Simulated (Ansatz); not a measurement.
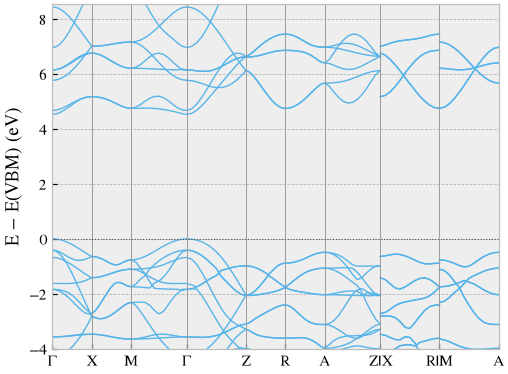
*Band structure from r²SCAN in the plane-wave PAW code Ansatz*

Task: Read off the gap and where the band edges lie.

Result: About 4.5 eV (4.53 eV by a search for the band edges); maximum at Γ, minimum at Γ.

Task: Pick the material that matches.
A) TeO2, P4_32_12 (Te on 4a, O on 8b)
B) HfO2, rutile
C) MnF2, rutile
D) MgO, P4_2/mnm (Mg on 4g, O on 4f)

Result: B, HfO2, rutile

The first step of the workflow began from a Materials Project structure, measured or hypothetical; the Crystallography Open Database copy checked does not list it. It is not the phase usual at ambient conditions (space group No. 14, 29). Symmetry was held in the r²SCAN relaxation; its stability against distortions is not shown here. The run is not spin-polarised. Scalar-relativistic: spin–orbit coupling is off unless named, which matters more the heavier the elements.

Potentials: the later of the program's two PAW sets.
